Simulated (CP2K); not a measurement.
Consider water trimer at its PBE geometry (Å).

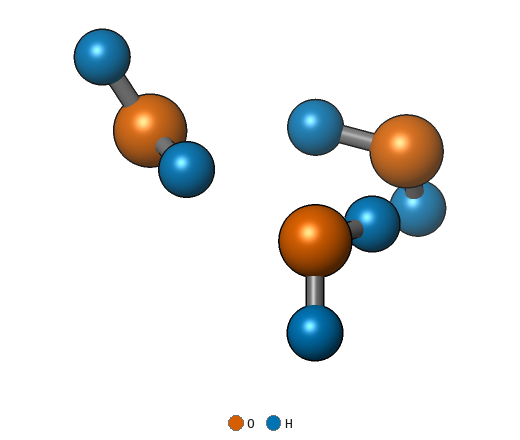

The molecule (oxygen orange, hydrogen blue).

```xyz
9

O    -0.9365   -1.1401   -0.5614
O     1.0827    0.6956   -1.0151
O     0.0766    0.2388    1.5505
H    -1.8087   -0.8984   -0.9122
H    -0.2941   -0.5413   -1.0215
H     0.8756    1.5969   -1.3112
H     0.9749    0.7257   -0.0300
H     0.4633   -0.2581    2.2890
H    -0.4337   -0.4191    1.0119
```

Method: CP2K XAS_TDP, all-electron GAPW, PBEh(45%), aug-cc-pVDZ, TDA, no relativity.

Q: Where do the O K-edge lines lie, and how strong are they?

Leading lines: O1 529.98 eV, O2 530.00 eV and O3 529.96 eV. The leading line of an atom is its first one with 35 % of the strongest within 2.5 eV of its lowest line over the strength cut. 

The first six lines of each atom with a strength over 0.0015:

| atom | energy (eV) | states | strength, one atom |
| --- | --- | --- | --- |
| O1 (bonded to 2 H, gives 1 H bond, takes 1) | 529.98 | 1 | 0.0143 |
|  | 531.71 | 1 | 0.0102 |
|  | 532.03 | 1 | 0.0093 |
|  | 532.62 | 1 | 0.0063 |
|  | 533.20 | 1 | 0.0045 |
|  | 533.42 | 1 | 0.0088 |
| O2 (bonded to 2 H, gives 1 H bond, takes 1) | 530.00 | 1 | 0.0141 |
|  | 531.71 | 1 | 0.0111 |
|  | 531.97 | 1 | 0.0098 |
|  | 532.76 | 1 | 0.0057 |
|  | 533.07 | 1 | 0.0052 |
|  | 533.43 | 1 | 0.0072 |
| O3 (bonded to 2 H, gives 1 H bond, takes 1) | 529.96 | 1 | 0.0133 |
|  | 531.43 | 1 | 0.0085 |
|  | 531.91 | 1 | 0.0090 |
|  | 532.70 | 1 | 0.0076 |
|  | 533.00 | 1 | 0.0049 |
|  | 533.02 | 1 | 0.0074 |

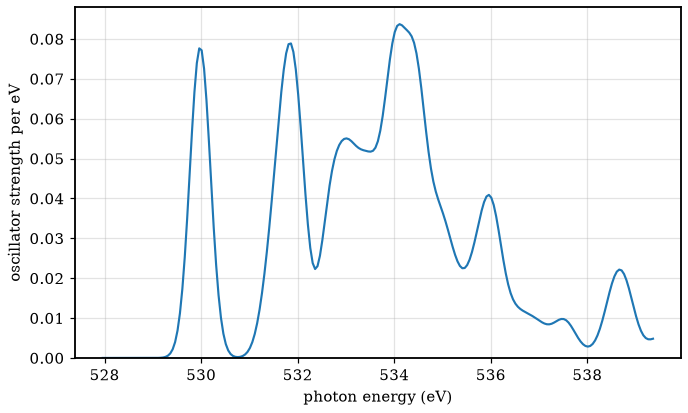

All atoms added, broadened by 0.5 eV.

Lines are vertical, at one geometry, with no vibrational structure. Without a correction of the core level, line positions, and the gaps between valence and Rydberg lines, follow the share of exact exchange. At this level such K lines come out 3 to 6 eV under measured ones. These values hold no scalar relativity, about 0.4 eV for O 1s. Rydberg lines, and the discretised continuum above threshold, depend on the basis and the box. This is one low-energy arrangement of the cluster, relaxed without a dispersion correction; others exist.

[Banner, clock and machine lines of the logs are left out without a mark of their own.]

[Logs are printed without paths, hosts, clocks, repeated set-up lines and the standing remarks that a program may print on its own settings, such as how far it seeks lower states.]

[Hosts, paths, dates, database ids (printed as entryN), source tags and the programs' standing remarks are cut or masked in the printed files.]
